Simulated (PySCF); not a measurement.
**C3H9FSi: geometry, spin-spin couplings**

Aim: predict the spin-spin couplings of C3H9FSi (`CC(C)(F)[SiH3]`).

The runs use PySCF 2.14.0, with density-fitted response routines of our own; the level of theory stands in each step. All values are computed, except where a source is named. Atoms are numbered from 0 throughout.

## (1) The starting structure

14 atoms, charge 0, multiplicity 1; geometry from: GFN2-xTB. The atoms were then displaced at random by about 0.01 Å, so the start is not that level's minimum.

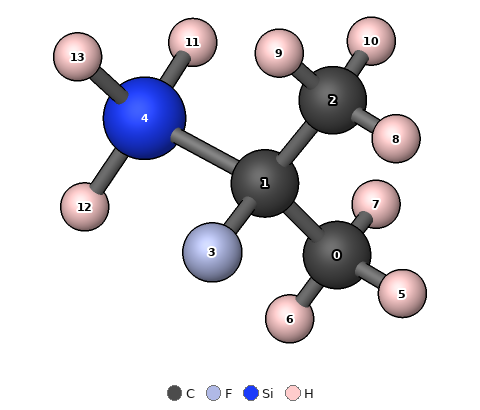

As it starts; carbon dark grey, fluorine light blue, silicon blue, hydrogen pink, atoms numbered; sticks join atoms by distance.

## (2) Optimising the geometry at PBE0-D3(BJ)/def2-SVP

Job settings and geometry (Å):

```
{"job": {"xc": "PBE0", "basis": "def2-SVP", "d3": "d3bj", "grid": 1, "shake": 0.01, "kind": "geom"}, "charge": 0, "multiplicity": 1}
C     -0.989510    -1.157910    -0.144720
C     -0.123280     0.077270    -0.366530
C     -0.719560     1.316330     0.296480
F     -0.075440     0.339770    -1.755000
Si     1.718980    -0.246240     0.107350
H     -2.029380    -0.919240    -0.486430
H     -0.621880    -1.985450    -0.710220
H     -1.017970    -1.384500     0.901220
H     -1.720140     1.499520    -0.019150
H     -0.104380     2.192900     0.075640
H     -0.717700     1.180400     1.392070
H      1.762300    -0.505640     1.563910
H      2.160350    -1.384040    -0.654500
H      2.470470     0.961770    -0.207880
```

Run with:

```bash
> OMP_NUM_THREADS=1 python probes_run.py task.json out
```

One launch serves the whole session: the jobs run in the order shown.

Standard output:

```text
step   0  E = -508.44383068  max force = 0.034808
step   1  E = -508.44874871  max force = 0.006698
step   2  E = -508.44892165  max force = 0.001431
step   3  E = -508.44895065  max force = 0.000776
step   4  E = -508.44896840  max force = 0.000773
step   5  E = -508.44897898  max force = 0.000485
step   6  E = -508.44898439  max force = 0.000479
step   7  E = -508.44898786  max force = 0.000372
optimisation converged
```

It took 43 s on 1 thread of Arm Neoverse V1, shared host; peak memory 0.49 GiB.

The steps of the relaxation:

```tsv
step	energy from step 0 (eV)	largest force component (eV/Å)
0	0.0000	1.7899
1	-0.1338	0.3444
2	-0.1385	0.0736
3	-0.1393	0.0399
4	-0.1398	0.0397
5	-0.1401	0.0249
6	-0.1402	0.0246
7	-0.1403	0.0191
```

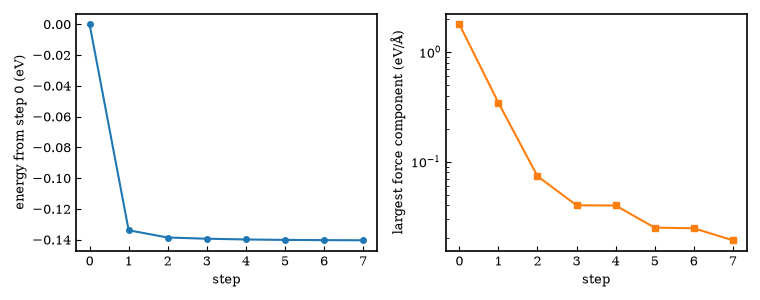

Energy and largest force along the relaxation.

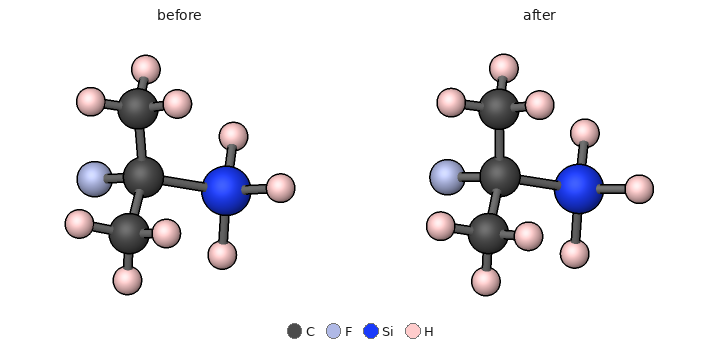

Before and after, at one scale.

Close pairs (by a distance rule), those that changed most:

```tsv
bond	before (Å)	after (Å)	change (Å)
Si4–H12	1.439	1.493	+0.054
C2–H8	1.065	1.103	+0.038
Si4–H13	1.457	1.493	+0.036
C0–H6	1.068	1.100	+0.033
C0–H7	1.071	1.101	+0.030
C0–H5	1.120	1.102	-0.018
Si4–H11	1.480	1.497	+0.017
C1–Si4	1.930	1.918	-0.011
```

The final coordinates are the input of the step that follows.

```tsv
at the end point	value
point group (found at 0.08 Å tolerance)	Cs
rotational constants (GHz, main isotopes)	4.581, 2.870, 2.807
dipole moment (D)	1.68
```

## (3) Indirect couplings: B3LYP/cc-pVTZ

Job settings and geometry (Å):

```
{"job": {"kind": "j", "xc": "B3LYP", "basis": "cc-pVTZ"}, "charge": 0, "multiplicity": 1}
C     -0.775324    -1.149381    -0.033794
C      0.044026     0.102017    -0.280022
C     -0.509003     1.306171     0.456818
F     -0.026883     0.383599    -1.656090
Si     1.911148    -0.167402     0.067571
H     -1.825726    -0.970979    -0.316193
H     -0.398972    -1.992608    -0.631946
H     -0.747150    -1.436696     1.028377
H     -1.562048     1.468922     0.173475
H      0.056451     2.216347     0.207959
H     -0.463727     1.156432     1.546209
H      2.124847    -0.481616     1.515448
H      2.409243    -1.306145    -0.759303
H      2.662808     1.074854    -0.278766
```

Method: B3LYP/cc-pVTZ indirect spin-spin coupling, non-relativistic, gas phase.

Standard output:

```text
coarse grid: 11552 points
cycle   1  E = -509.1181382212  dE =  1.208e-01  |g| = 5.834e-01  |ddm| = 7.156e+00
cycle   2  E = -509.0603433913  dE =  5.779e-02  |g| = 8.612e-01  |ddm| = 2.029e+00
cycle   3  E = -509.1801396590  dE = -1.198e-01  |g| = 1.020e-01  |ddm| = 1.157e+00
cycle   4  E = -509.1817236020  dE = -1.584e-03  |g| = 3.982e-02  |ddm| = 1.885e-01
cycle   5  E = -509.1820565707  dE = -3.330e-04  |g| = 5.850e-03  |ddm| = 6.368e-02
cycle   6  E = -509.1820628759  dE = -6.305e-06  |g| = 2.334e-03  |ddm| = 1.181e-02
final grid: 105504 points
cycle   7  E = -509.1840761456  dE = -5.608e-05  |g| = 8.661e-03  |ddm| = 9.186e-02
cycle   8  E = -509.1840545911  dE =  2.155e-05  |g| = 1.380e-02  |ddm| = 3.041e-02
cycle   9  E = -509.1840913515  dE = -3.676e-05  |g| = 1.048e-03  |ddm| = 1.734e-02
cycle  10  E = -509.1840915260  dE = -1.744e-07  |g| = 3.437e-04  |ddm| = 1.995e-03
cycle  11  E = -509.1840915485  dE = -2.252e-08  |g| = 5.832e-05  |ddm| = 5.526e-04
cycle  12  E = -509.1840915491  dE = -6.502e-10  |g| = 2.345e-05  |ddm| = 1.099e-04
converged SCF energy = -509.1840915491

Indirect spin-spin couplings (Hz)
  i      j    bonds     total        FC       PSO       DSO        SD
  0 C    1 C    1     32.468    33.264    -1.071     0.275         -
  0 C    2 C    2      0.796     1.011    -0.225     0.009         -
  0 C    3 F    2     18.431    20.836    -2.505     0.003     0.096
  0 C    4 Si   2     -5.405    -5.566     0.069    -0.000     0.092
  0 C    5 H    1    120.519   118.552     1.226     0.741         -
  0 C    6 H    1    121.150   119.158     1.252     0.740         -
  0 C    7 H    1    115.487   113.377     1.385     0.726         -
  0 C    8 H    3      4.695     4.695    -0.047     0.046         -
  0 C    9 H    3      9.386     9.490     0.347    -0.451         -
  0 C   10 H    3      0.479     0.474    -0.008     0.012         -
  0 C   11 H    3     -0.350    -0.337     0.012    -0.026         -
  0 C   12 H    3      0.666     0.670    -0.008     0.005         -
  0 C   13 H    3      4.763     4.984     0.193    -0.414         -
  1 C    2 C    1     32.404    33.200    -1.070     0.275         -
  1 C    3 F    1   -216.390  -276.193    34.744     1.017    24.043
  1 C    4 Si   1    -57.483   -56.570     1.294    -0.131    -2.076
  1 C    5 H    2     -4.986    -4.965    -0.073     0.052         -
  1 C    6 H    2     -4.334    -4.250    -0.139     0.055         -
  1 C    7 H    2      4.117     4.001     0.035     0.081         -
  1 C    8 H    2     -4.974    -4.953    -0.073     0.052         -
  1 C    9 H    2     -4.324    -4.240    -0.139     0.055         -
  1 C   10 H    2      4.130     4.013     0.035     0.082         -
  1 C   11 H    2      8.893     9.028    -0.102    -0.033         -
  1 C   12 H    2      2.623     2.809    -0.128    -0.058         -
  1 C   13 H    2      2.626     2.813    -0.129    -0.058         -
  2 C    3 F    2     18.307    20.688    -2.490     0.003     0.107
  2 C    4 Si   2     -5.426    -5.586     0.068    -0.000     0.092
  2 C    5 H    3      4.692     4.693    -0.047     0.046         -
  2 C    6 H    3      9.400     9.504     0.347    -0.451         -
  2 C    7 H    3      0.483     0.479    -0.008     0.013         -
  2 C    8 H    1    120.522   118.555     1.227     0.741         -
  2 C    9 H    1    121.133   119.141     1.252     0.740         -
  2 C   10 H    1    115.472   113.361     1.385     0.726         -
  2 C   11 H    3     -0.353    -0.339     0.013    -0.026         -
  2 C   12 H    3      4.780     5.001     0.193    -0.414         -
  2 C   13 H    3      0.696     0.699    -0.010     0.007         -
  3 F    4 Si   2    -33.298   -39.016     5.222     0.007     0.489
  3 F    5 H    3     10.379    10.106     0.752    -0.022    -0.457
  3 F    6 H    3      3.851     3.213     1.085     0.039    -0.486
  3 F    7 H    3     41.926    43.608     0.469    -1.942    -0.208
  3 F    8 H    3     10.302    10.022     0.760    -0.026    -0.453
  3 F    9 H    3      3.861     3.218     1.091     0.038    -0.486
  3 F   10 H    3     41.801    43.483     0.467    -1.942    -0.207
  3 F   11 H    3     25.355    27.048     0.119    -1.774    -0.039
  3 F   12 H    3      0.574     0.825     0.159    -0.051    -0.360
  3 F   13 H    3      0.527     0.779     0.164    -0.056    -0.360
  4 Si   5 H    3    -13.957   -13.942    -0.261     0.301    -0.055
  4 Si   6 H    3     -4.070    -4.120     0.033    -0.025     0.042
  4 Si   7 H    3     -0.923    -1.016     0.046     0.001     0.046
  4 Si   8 H    3    -13.966   -13.952    -0.261     0.301    -0.054
  4 Si   9 H    3     -4.068    -4.117     0.033    -0.025     0.042
  4 Si  10 H    3     -0.938    -1.030     0.047     0.000     0.046
  4 Si  11 H    1   -141.987  -142.537     0.651    -0.199     0.099
  4 Si  12 H    1   -158.217  -158.847     0.771    -0.205     0.063
  4 Si  13 H    1   -158.162  -158.791     0.771    -0.205     0.063
  5 H    6 H    2    -10.694   -10.775     2.261    -2.181         -
  5 H    7 H    2    -11.992   -12.061     2.314    -2.245         -
  5 H    9 H    4     -0.486    -0.295     1.323    -1.514         -
  5 H   10 H    4     -0.210    -0.204     0.497    -0.503         -
  5 H   11 H    4     -0.755    -0.493     0.966    -1.228         -
  5 H   12 H    4     -0.525    -0.304     0.961    -1.182         -
  5 H   13 H    4      4.319     4.809     1.080    -1.570         -
  6 H    7 H    2    -11.526   -11.642     2.357    -2.242         -
  6 H    8 H    4     -0.485    -0.294     1.324    -1.515         -
  6 H    9 H    4      3.100     3.393     1.607    -1.900         -
  6 H   12 H    4      0.453     0.065    -0.832     1.219         -
  6 H   13 H    4     -0.213     0.540     0.740    -1.493         -
  7 H    8 H    4     -0.210    -0.204     0.492    -0.497         -
  7 H   10 H    4      0.853     0.599    -0.909     1.163         -
  7 H   11 H    4      0.830     0.548    -0.626     0.907         -
  8 H    9 H    2    -10.694   -10.775     2.261    -2.180         -
  8 H   10 H    2    -11.999   -12.069     2.313    -2.243         -
  8 H   11 H    4     -0.758    -0.497     0.966    -1.227         -
  8 H   12 H    4      4.347     4.837     1.080    -1.571         -
  8 H   13 H    4     -0.518    -0.298     0.961    -1.181         -
  9 H   10 H    2    -11.548   -11.664     2.357    -2.240         -
  9 H   12 H    4     -0.211     0.542     0.738    -1.491         -
  9 H   13 H    4      0.462     0.071    -0.839     1.230         -
 10 H   11 H    4      0.833     0.551    -0.627     0.909         -
 11 H   12 H    2      4.078     5.232     0.688    -1.842         -
 11 H   13 H    2      4.053     5.205     0.687    -1.839         -
 12 H   13 H    2      5.168     6.360     0.688    -1.880         -
```

Wall time 61 s (1 thread of Arm Neoverse V1, shared host); peak memory 1 GiB.

The basis is not made for couplings: without tight functions at the nuclei these values are rough.

Couplings of 1 Hz or more, nine at most for each number of bonds, with means over like pairs (isotopes 13C, 19F, 1H, 29Si):

```tsv
pair	bonds	J (Hz)	Fermi contact (Hz)
C1–F3	1	-216.4	-276.2
Si4–H11	1	-152.8	-153.4
C0–H5	1	119.0	117.0
C1–Si4	1	-57.5	-56.6
C0–C1	1	32.4	33.2
F3–Si4	2	-33.3	-39.0
C0–F3	2	18.4	20.8
H5–H6	2	-11.4	-11.5
C0–Si4	2	-5.4	-5.6
C1–H11	2	4.7	4.9
H11–H12	2	4.4	5.6
C1–H5	2	-1.7	-1.7
F3–H5	3	18.7	18.9
F3–H11	3	8.8	9.6
Si4–H5	3	-6.3	-6.4
C0–H8	3	4.9	4.9
C0–H11	3	1.7	1.8
```

The spin-dipole term was solved for some atoms only; pairs without it lack that part.

## (4) J couplings: B3LYP/6-31G*

Settings changed since step 3:

```diff
@@ -1,2 +1,2 @@
-{"job": {"kind": "j", "xc": "B3LYP", "basis": "cc-pVTZ"}, "charge": 0, "multiplicity": 1}
+{"job": {"kind": "j", "xc": "B3LYP", "basis": "6-31G*"}, "charge": 0, "multiplicity": 1}
 C     -0.775324    -1.149381    -0.033794
```

With the program's defaults for keys left out, this is: B3LYP/6-31G* indirect spin-spin coupling, non-relativistic, gas phase.

Standard output:

```text
coarse grid: 11552 points
cycle   1  E = -509.0294000102  dE =  1.381e-01  |g| = 5.756e-01  |ddm| = 3.063e+00
cycle   2  E = -508.9773558179  dE =  5.204e-02  |g| = 8.156e-01  |ddm| = 1.162e+00
cycle   3  E = -509.0944290684  dE = -1.171e-01  |g| = 8.779e-02  |ddm| = 7.125e-01
cycle   4  E = -509.0958721542  dE = -1.443e-03  |g| = 2.954e-02  |ddm| = 9.011e-02
cycle   5  E = -509.0960780640  dE = -2.059e-04  |g| = 4.045e-03  |ddm| = 2.859e-02
cycle   6  E = -509.0960814637  dE = -3.400e-06  |g| = 1.600e-03  |ddm| = 5.661e-03
final grid: 105504 points
cycle   7  E = -509.0582439064  dE = -1.072e-05  |g| = 7.322e-03  |ddm| = 1.461e-02
cycle   8  E = -509.0582292091  dE =  1.470e-05  |g| = 1.134e-02  |ddm| = 1.482e-02
cycle   9  E = -509.0582559690  dE = -2.676e-05  |g| = 8.036e-04  |ddm| = 8.611e-03
cycle  10  E = -509.0582561037  dE = -1.347e-07  |g| = 1.368e-04  |ddm| = 8.339e-04
cycle  11  E = -509.0582561071  dE = -3.441e-09  |g| = 2.996e-05  |ddm| = 1.453e-04
cycle  12  E = -509.0582561073  dE = -2.107e-10  |g| = 1.053e-05  |ddm| = 4.052e-05
converged SCF energy = -509.0582561073

Indirect spin-spin couplings (Hz)
  i      j    bonds     total        FC       PSO       DSO        SD
  0 C    1 C    1     50.524    51.092    -0.843     0.275         -
  0 C    2 C    2      0.084     0.211    -0.135     0.009         -
  0 C    3 F    2     21.045    22.536    -1.671     0.020     0.161
  0 C    4 Si   2     -4.975    -5.103     0.047    -0.000     0.081
  0 C    5 H    1    144.062   142.431     0.826     0.804         -
  0 C    6 H    1    146.508   144.852     0.851     0.805         -
  0 C    7 H    1    139.679   137.927     0.961     0.791         -
  0 C    8 H    3      4.316     4.290    -0.024     0.050         -
  0 C    9 H    3      8.751     8.917     0.281    -0.447         -
  0 C   10 H    3      0.508     0.482     0.010     0.016         -
  0 C   11 H    3     -0.245    -0.234     0.011    -0.022         -
  0 C   12 H    3      0.726     0.722    -0.004     0.008         -
  0 C   13 H    3      4.072     4.339     0.143    -0.410         -
  1 C    2 C    1     50.478    51.045    -0.842     0.275         -
  1 C    3 F    1   -196.116  -251.450    33.960     1.104    20.270
  1 C    4 Si   1    -77.233   -76.155     0.838    -0.130    -1.785
  1 C    5 H    2     -4.448    -4.446    -0.065     0.063         -
  1 C    6 H    2     -3.810    -3.742    -0.133     0.065         -
  1 C    7 H    2      3.135     3.004     0.042     0.089         -
  1 C    8 H    2     -4.436    -4.433    -0.065     0.062         -
  1 C    9 H    2     -3.799    -3.731    -0.133     0.065         -
  1 C   10 H    2      3.147     3.015     0.042     0.090         -
  1 C   11 H    2      7.868     7.987    -0.092    -0.028         -
  1 C   12 H    2      1.848     2.027    -0.128    -0.050         -
  1 C   13 H    2      1.845     2.024    -0.129    -0.050         -
  2 C    3 F    2     20.954    22.423    -1.659     0.019     0.171
  2 C    4 Si   2     -4.994    -5.121     0.047    -0.000     0.081
  2 C    5 H    3      4.315     4.290    -0.024     0.050         -
  2 C    6 H    3      8.764     8.929     0.281    -0.447         -
  2 C    7 H    3      0.511     0.484     0.010     0.017         -
  2 C    8 H    1    144.008   142.377     0.827     0.804         -
  2 C    9 H    1    146.509   144.853     0.851     0.805         -
  2 C   10 H    1    139.698   137.945     0.961     0.791         -
  2 C   11 H    3     -0.244    -0.232     0.011    -0.023         -
  2 C   12 H    3      4.086     4.353     0.143    -0.410         -
  2 C   13 H    3      0.752     0.746    -0.005     0.010         -
  3 F    4 Si   2    -37.023   -43.323     5.889    -0.002     0.413
  3 F    5 H    3     10.962    10.579     0.724     0.030    -0.371
  3 F    6 H    3      4.674     4.039     0.905     0.089    -0.359
  3 F    7 H    3     42.082    43.919     0.163    -1.882    -0.118
  3 F    8 H    3     10.863    10.475     0.732     0.025    -0.368
  3 F    9 H    3      4.655     4.013     0.912     0.088    -0.359
  3 F   10 H    3     41.953    43.791     0.162    -1.882    -0.118
  3 F   11 H    3     25.522    27.145     0.100    -1.730     0.008
  3 F   12 H    3      0.678     0.795     0.219    -0.017    -0.318
  3 F   13 H    3      0.629     0.747     0.223    -0.023    -0.319
  4 Si   5 H    3    -12.613   -12.664    -0.191     0.298    -0.056
  4 Si   6 H    3     -3.173    -3.209     0.021    -0.026     0.041
  4 Si   7 H    3     -0.420    -0.501     0.038    -0.001     0.044
  4 Si   8 H    3    -12.623   -12.675    -0.191     0.298    -0.055
  4 Si   9 H    3     -3.165    -3.200     0.021    -0.027     0.041
  4 Si  10 H    3     -0.432    -0.513     0.038    -0.001     0.044
  4 Si  11 H    1   -167.325  -167.612     0.879    -0.229    -0.362
  4 Si  12 H    1   -183.881  -184.188     0.937    -0.235    -0.395
  4 Si  13 H    1   -183.857  -184.163     0.937    -0.235    -0.395
  5 H    6 H    2    -14.677   -13.815     1.199    -2.060         -
  5 H    7 H    2    -15.973   -15.095     1.243    -2.121         -
  5 H    8 H    4      0.244    -0.298    -0.994     1.537         -
  5 H    9 H    4     -0.852    -0.279     0.917    -1.491         -
  5 H   10 H    4     -0.440    -0.197     0.233    -0.477         -
  5 H   11 H    4     -1.078    -0.530     0.660    -1.208         -
  5 H   12 H    4     -0.820    -0.318     0.661    -1.163         -
  5 H   13 H    4      3.896     4.702     0.747    -1.553         -
  6 H    7 H    2    -15.682   -14.842     1.276    -2.116         -
  6 H    8 H    4     -0.852    -0.278     0.918    -1.492         -
  6 H    9 H    4      2.741     3.454     1.165    -1.878         -
  6 H   10 H    4     -0.229     0.367     0.929    -1.525         -
  6 H   11 H    4     -0.242     0.120     0.103    -0.465         -
  6 H   12 H    4      0.777     0.174    -0.620     1.223         -
  6 H   13 H    4     -0.571     0.469     0.435    -1.475         -
  7 H    8 H    4     -0.437    -0.196     0.230    -0.471         -
  7 H    9 H    4     -0.224     0.372     0.929    -1.526         -
  7 H   10 H    4      1.164     0.740    -0.752     1.176         -
  7 H   11 H    4      1.114     0.687    -0.488     0.915         -
  7 H   12 H    4     -0.255     0.067     0.132    -0.454         -
  7 H   13 H    4     -0.486     0.545     0.450    -1.481         -
  8 H    9 H    2    -14.672   -13.811     1.199    -2.059         -
  8 H   10 H    2    -15.981   -15.104     1.242    -2.120         -
  8 H   11 H    4     -1.082    -0.534     0.659    -1.207         -
  8 H   12 H    4      3.923     4.729     0.747    -1.554         -
  8 H   13 H    4     -0.813    -0.311     0.661    -1.162         -
  9 H   10 H    2    -15.707   -14.868     1.275    -2.114         -
  9 H   11 H    4     -0.242     0.123     0.105    -0.470         -
  9 H   12 H    4     -0.570     0.470     0.433    -1.472         -
  9 H   13 H    4      0.785     0.176    -0.624     1.234         -
 10 H   11 H    4      1.116     0.688    -0.489     0.917         -
 10 H   12 H    4     -0.478     0.556     0.450    -1.485         -
 10 H   13 H    4     -0.253     0.064     0.128    -0.445         -
 11 H   12 H    2      3.419     5.070     0.115    -1.766         -
 11 H   13 H    2      3.388     5.036     0.114    -1.762         -
 12 H   13 H    2      4.454     6.148     0.109    -1.803         -
```

Wall time 12 s (1 thread of Arm Neoverse V1, shared host); peak memory 0.55 GiB.

The basis is not made for couplings: without tight functions at the nuclei these values are rough.

In short: J(C1,F3) -196.1 Hz, J(Si4,H11) -178.4 Hz, J(C0,H5) 143.4 Hz (means over like pairs).

## (5) Run by run: spin-spin couplings

Couplings (Hz), each a mean over the pairs like the one named, with basis size and wall time:

```tsv
run	C1–F3	Si4–H11	C0–H5	C1–Si4	F3–Si4	C0–C1	F3–H5	functions	time
B3LYP/cc-pVTZ	-216.4	-152.8	119.0	-57.5	-33.3	32.4	18.7	280	61 s
B3LYP/6-31G*	-196.1	-178.4	143.4	-77.2	-37.0	50.5	19.2	92	12 s
```

## (6) What came out

| quantity | value |
| --- | --- |
| point group | Cs |
| rotational constants (main isotopes) | 4.58, 2.87, 2.81 GHz |
| largest coupling of the table (B3LYP/cc-pVTZ) | 1J(C,F) C1–F3, -216.4 Hz |
| range of J(C1,F3), mean over like pairs | -216.4 to -196.1 Hz |

In words: The optimisation took 7 steps and gained 0.140 eV; among the close pairs (by a distance rule), Si4–H12 changed most, from 1.439 to 1.493 Å. In the run at B3LYP/cc-pVTZ, the largest coupling of the table is C1–F3, -216.4 Hz, of which the Fermi-contact term gives -276.2 Hz. The coupling C1–F3, as a mean over pairs of its kind, runs from -216.4 Hz (B3LYP/cc-pVTZ) to -196.1 Hz (B3LYP/6-31G*). Couplings from bases without tight functions are rough.
